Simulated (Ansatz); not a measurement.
**Ge, response to strain**

Consider Ge in the diamond structure (space group Fd-3m, No. 227).

```cif
data_Ge8
_chemical_formula_sum 'Ge8'
_space_group_name_H-M_alt 'Fd-3m :1'
_space_group_IT_number 227
_space_group_name_Hall 'F 4d 2 3 -1d'
_cell_length_a 5.67439
_cell_length_b 5.67439
_cell_length_c 5.67439
_cell_angle_alpha 90.000
_cell_angle_beta 90.000
_cell_angle_gamma 90.000
loop_
_atom_site_label
_atom_site_type_symbol
_atom_site_symmetry_multiplicity
_atom_site_Wyckoff_symbol
_atom_site_fract_x
_atom_site_fract_y
_atom_site_fract_z
_atom_site_occupancy
Ge1 Ge 8 b 0.50000 0.50000 0.50000 1
```
(The calculation used a cell of 2 atoms; values per cell refer to that cell.)

Strains are applied to the cell and any free atomic positions relax.

Method: r2SCAN, PAW, 500 eV (Ansatz, an electronic-structure program; no SOC).

Notes on the quantities. energy relative to the base: free energy F.

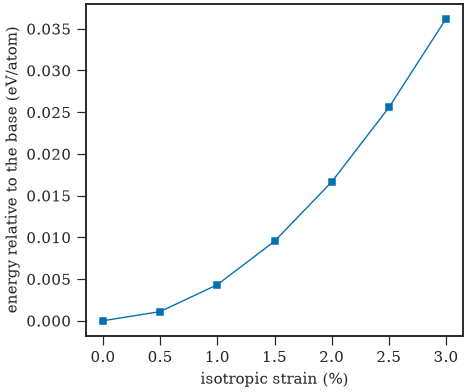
Figure: Energy relative to the base against isotropic strain

From the plot, what is the energy relative to the base for isotropic strain +1.50 %?

About 0.010 eV/atom.

Is the trend monotonic over the range shown?

Yes, it rises throughout, spanning 0 meV/atom to +36 meV/atom.

A case with no gap was solved on a k-mesh chosen for an insulator, which is coarse for it. No phonon test of stability was made.
